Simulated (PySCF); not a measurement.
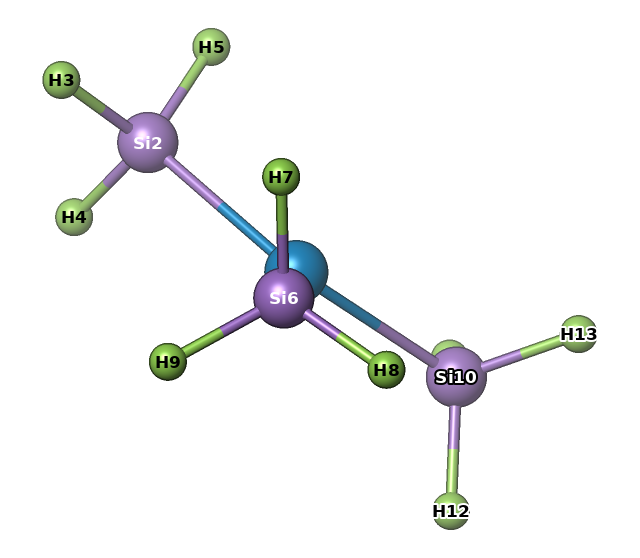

Al1 lies behind Si6. The molecule seen nearly along the Si6–Al1 bond, Si6 in front. Depth is shown by fading: the farther an atom, the more it takes the colour of the background. Computed geometry: PBE0-D3(BJ)/def2-SVP optimisation. No frequency run is at hand to confirm it as a minimum.

> What is the torsion angle H7–Si6–Al1–Si2? The sign is positive where the front bond must turn clockwise to cover the back bond.

−53°, synclinal (gauche).
